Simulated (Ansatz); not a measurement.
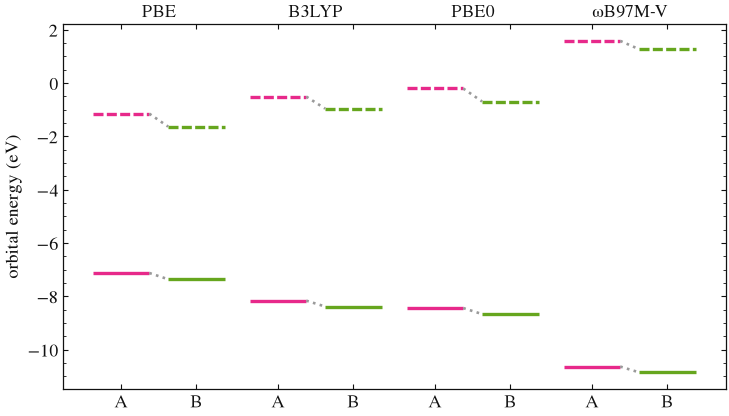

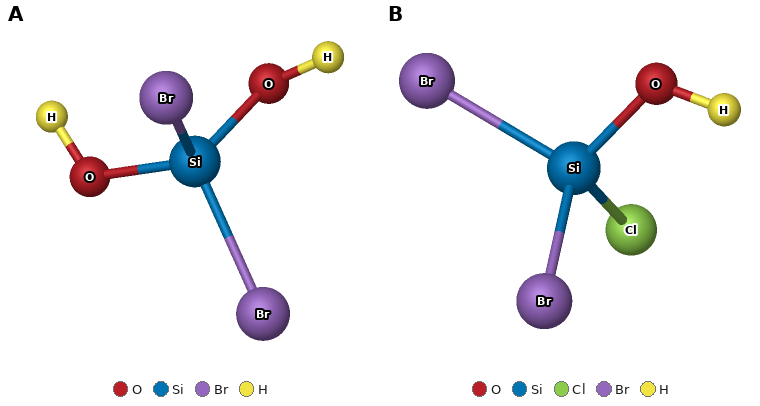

One change: A, SiH₂O₂Br₂ (SMILES O[Si](O)(Br)Br), becomes B, SiHOBr₂Cl (SMILES O[Si](Cl)(Br)Br). OH on Si is replaced by Cl. HOMO (solid) and LUMO (dashed) computed in def2-TZVPP at PBE0-D4/def2-TZVP geometries, both minima by their frequencies, gas phase, the Ansatz code. Empty levels above zero depend strongly on the basis.

> What does the change do to HOMO and LUMO?

PBE: the HOMO falls by 0.23 eV, the LUMO falls by 0.48 eV, and the separation goes from 5.98 to 5.73 eV. B3LYP: the HOMO falls by 0.22 eV, the LUMO falls by 0.45 eV, and the separation goes from 7.65 to 7.42 eV. PBE0: the HOMO falls by 0.23 eV, the LUMO falls by 0.49 eV, and the separation goes from 8.24 to 7.97 eV. ωB97M-V: the HOMO falls by 0.22 eV, the LUMO falls by 0.31 eV, and the separation goes from 12.22 to 12.12 eV.

> Do the functionals agree on the effect?

They agree on the direction for both levels; the HOMO shift lies between −0.23 and −0.22 eV and the LUMO shift between −0.49 and −0.31 eV, while the separations themselves differ by up to 6.4 eV between functionals.
